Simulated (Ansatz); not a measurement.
C4H8OSi (SMILES C=C(O)C(=C)[SiH3])

```xyz
14

C    -1.2671   -1.5443    0.3421
C     0.0029   -1.1200    0.2945
O     0.9997   -1.9796    0.6535
C     0.3985    0.2207   -0.1729
C     1.6554    0.4693   -0.5814
Si   -0.8455    1.6297   -0.1432
H    -1.5006   -2.5419    0.6964
H    -2.0792   -0.9260   -0.0210
H     1.7607   -1.4544    0.9386
H     2.4142   -0.3111   -0.6444
H     1.9684    1.4566   -0.9083
H    -2.0345    1.3313   -0.9892
H    -0.1675    2.8426   -0.6786
H    -1.3183    1.8980    1.2428
```

The calculation used Ansatz 0.2.0, RKS PBE0-D4/6-31G*.

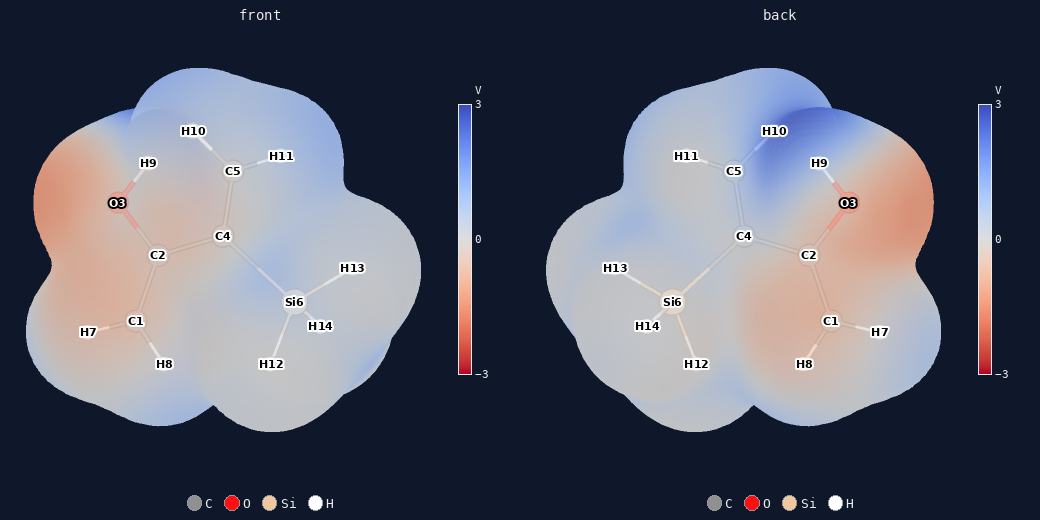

Figure 1. The electrostatic potential painted on the density surface at 0.002 e/bohr³, seen from the front and from behind; the colour scale runs from red (negative) to blue (positive).

### Describe the electrostatic potential map.

The most negative region (about −1.3 V) lies over O3, the most positive (about +2.5 V) over H9. O3 is the likeliest acceptor of a hydrogen bond.

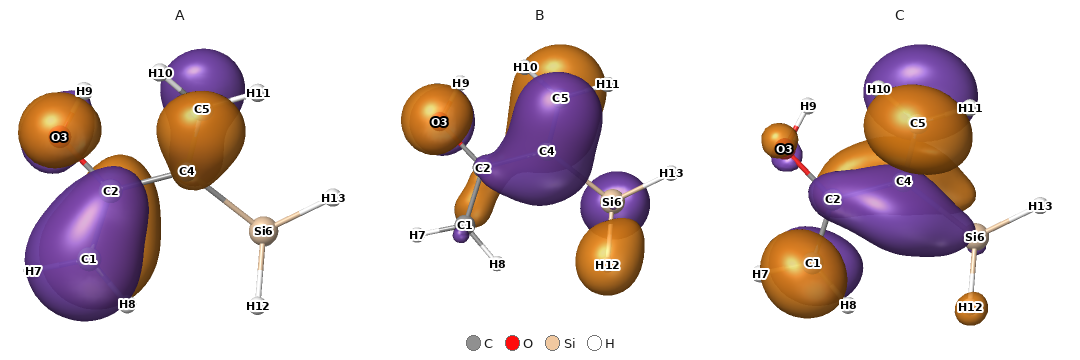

Figure 2. Three frontier orbitals at ±0.1 Å⁻³ᐟ² (orange and purple are the two phases), in no order.

### Order the three orbitals by energy and name them.

B is the HOMO−1 (−8.28 eV). It lies mainly on C4 (about 25 %), C5 (about 25 %), O3 (about 15 %) and Si6 (about 10 %). A is the HOMO (−6.40 eV). By Hirshfeld shares it lies mainly on C1 (about 40 %), C2 (about 20 %), O3 (about 15 %) and C5 (about 10 %). C is the LUMO (−0.87 eV). It lies mainly on C5 (about 30 %), C4 (about 20 %), C1 (about 15 %) and C2 (about 10 %).

### What is the HOMO–LUMO gap?

5.53 eV between the orbital energies.

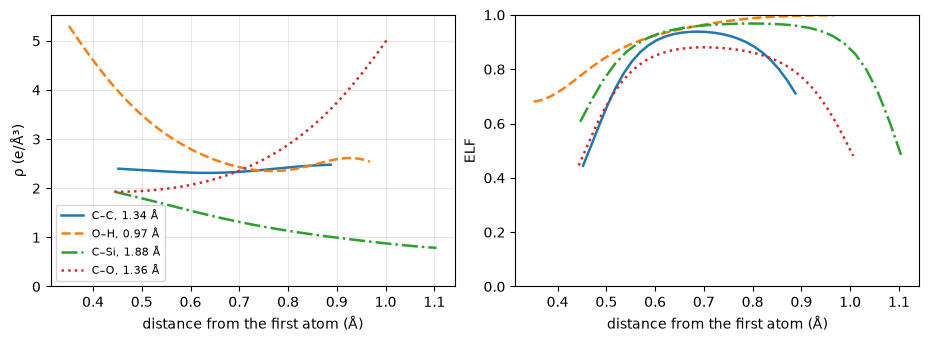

Figure 3. Total electron density and electron localisation function along straight lines between neighbouring atoms. The curves leave out the atomic cores.

### Compare the contacts.

C–C (1.34 Å): ρ at the midpoint is about 2.3 e/Å³; the ELF peaks at about 0.95 between the atoms (a multiple bond).
O–H (0.97 Å): ρ at the midpoint is about 3.6 e/Å³; the ELF climbs to about 1 towards the hydrogen, as it does in any bond to H; an ordinary covalent bond to hydrogen.
C–Si (1.88 Å): ρ is about 0.95 e/Å³ halfway; the ELF peaks at about 0.95 between the atoms, as expected for localised, covalent bonding.
C–O (1.36 Å): ρ at the midpoint is about 2.3 e/Å³, with its minimum of 1.9 e/Å³ about 0.5 Å from C; the ELF peaks at about 0.90 between the atoms (a polar covalent bond).
